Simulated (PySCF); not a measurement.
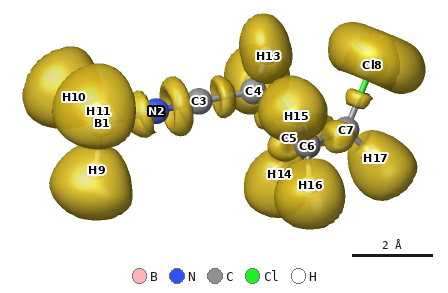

The picture shows: C₅H₉BClN. Isosurface of the ELF at 0.8 (yellow), seen at an oblique angle. Only the valence region is drawn (cores and ρ < 0.01 e/Å³ removed).

Geometry: GFN2-xTB.

These are results of PBE0/pcSseg-1, SCF density, gas phase, non-relativistic (PySCF), not measurements.

```csv
atom,x (Å),y (Å),z (Å)
B,3.4300,0.5844,-0.3622
N,2.1004,0.1341,0.0489
C,1.0554,-0.2205,0.3749
C,-0.2682,-0.6549,0.7328
C,-1.1826,-0.6254,-0.4791
C,-1.7774,0.6811,-0.9236
C,-2.6499,-0.3650,-0.3063
Cl,-3.3020,-0.0952,1.3049
H,3.5706,0.1828,-1.4767
H,4.1944,0.0886,0.4072
H,3.4060,1.7746,-0.2943
H,-0.2145,-1.6701,1.1400
H,-0.6649,0.0036,1.5113
H,-0.9094,-1.3376,-1.2483
H,-1.5528,1.5573,-0.3351
H,-1.8838,0.8806,-1.9788
H,-3.3582,-0.9064,-0.9174
```

**What do the ELF domains correspond to?**

The ELF exceeds this value in one region between bonded B–N atoms (shared pairs), five regions between bonded C–C atoms (shared pairs), one region between bonded C–Cl atoms (shared pairs), one region between bonded C–N atoms (shared pairs), nine regions around hydrogen nuclei and one ring or bowl of non-bonding electrons around Cl. Along the contacts the grid gives the following. C–N (1.15 Å): the ELF peaks at about 0.85 between the atoms; a multiple bond. C–C (1.44 Å): the ELF peaks at about 0.95 between the atoms; localised, covalent bonding.
